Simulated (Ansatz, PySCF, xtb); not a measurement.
Stretching the Mg1–H2 bond in HIMg (SMILES [MgH][I]) (multiplicity 1 held, fragments rigid). Energies count from the point at 1.682 Å.
Geometry at that point (charge 0, multiplicity 1):
```xyz
3

Mg     0.00000     0.00000    -2.02828
H      0.00000     0.00000    -3.71071
I      0.00000     0.00000     0.52925
```

Restricted levels (R-, RO-) in cc, def2 and unpolarised 6-31G sets keep to the state of the molecule at rest. U- levels take the lowest unrestricted solution at each point, which mixes spins at long bonds. Active spaces are followed from a long bond inwards. Curves can end on different states.

Correlated levels freeze the cores. Filled d and f shells under p-block atoms count as core. Rows in LANL2DZ carry no dispersion term and start afresh at each structure. LANL2DZ brings its own core potentials from Na on.

Programs: Ansatz (Gaussian basis) for Hartree–Fock, density functionals and correlated methods; PySCF for LANL2DZ rows; xtb for the GFN methods. Each number belongs to the level named beside it. In def2 rows elements past Kr take small-core potentials, without spin–orbit coupling. The GFN methods have no spin term and hold the electronic entropy of 300 K.

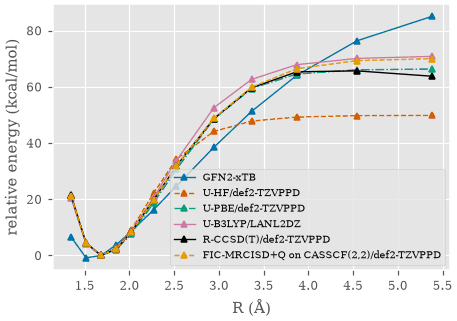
Figure: Relative energy along the coordinate

**Question.** Read off the GFN2-xTB curve at R = 2.944.

**Answer.** about 39 kcal/mol

Doubts at one or more of the structures used: a spin-contaminated determinant (U-HF/def2-TZVPPD, U-PBE/def2-TZVPPD, U-B3LYP/LANL2DZ); a restricted determinant that unrestricted orbitals would lower (R-CCSD(T)/def2-TZVPPD); T1 above 0.05 (R-CCSD(T)/def2-TZVPPD); other coupled-cluster roots lie near (R-CCSD(T)/def2-TZVPPD).

Ansatz is an electronic-structure program.
